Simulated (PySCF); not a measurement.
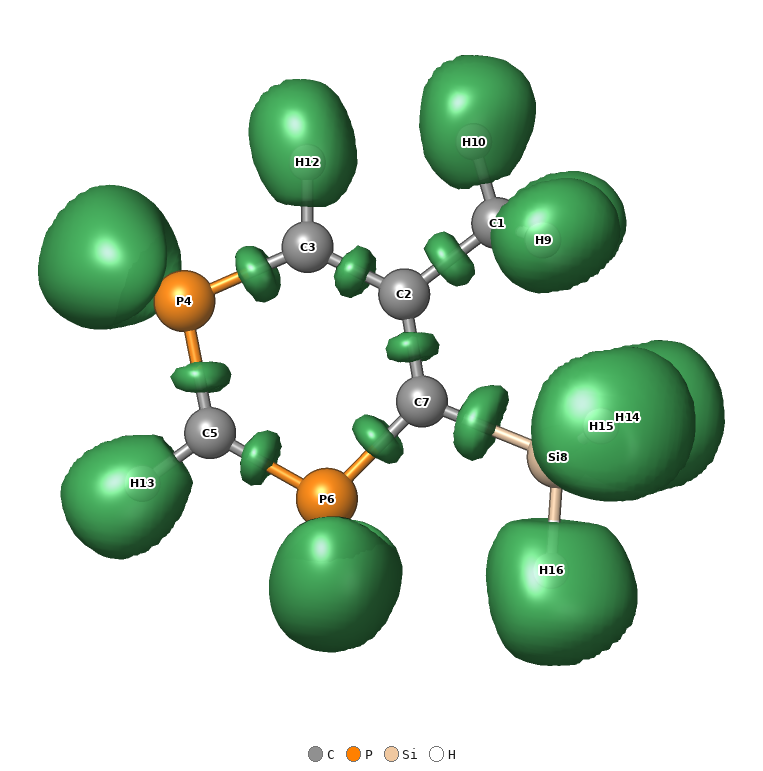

C$_{5}$H$_{8}$P$_{2}$Si (SMILES Cc1cpcpc1[SiH3]). Isosurface of the electron localisation function at 0.85 (green), seen across its widest extent. Only the valence region is drawn (cores and ρ < 0.01 e/Å³ removed).

Geometry: GFN2-xTB.

The calculation used PySCF 2.14.0, PBE0/pcSseg-1, SCF density, gas phase, non-relativistic.

| atom | x (Å) | y (Å) | z (Å) |
| --- | --- | --- | --- |
| C | -0.8000 | 1.6855 | 0.0567 |
| C | 0.2707 | 0.6285 | 0.0543 |
| C | 1.5804 | 1.0699 | 0.1671 |
| P | 3.0647 | 0.1790 | 0.2154 |
| C | 2.5214 | -1.4537 | 0.0865 |
| P | 0.9254 | -2.0949 | -0.0604 |
| C | -0.1305 | -0.7027 | -0.0507 |
| Si | -1.9605 | -1.1793 | -0.2153 |
| H | -1.4364 | 1.5874 | -0.8207 |
| H | -0.3682 | 2.6839 | 0.0628 |
| H | -1.4297 | 1.5783 | 0.9389 |
| H | 1.7235 | 2.1439 | 0.2382 |
| H | 3.3087 | -2.2027 | 0.0982 |
| H | -2.7365 | -0.6189 | 0.8962 |
| H | -2.4965 | -0.6570 | -1.4781 |
| H | -2.0444 | -2.6382 | -0.2005 |

**Describe the localisation domains.**

The surface consists of three regions between bonded C–C atoms (shared pairs), four regions between bonded C–P atoms (shared pairs), one region between bonded C–Si atoms (shared pairs), eight regions around hydrogen nuclei and two lobes on P, pointing away from the bonds (lone pairs). Profiles from the grid: C–C (1.39 Å): the ELF peaks at about 0.95 between the atoms, as expected for localised, covalent bonding. C–P (1.73 Å): the ELF peaks at about 0.95 between the atoms, as expected for a covalent bond.
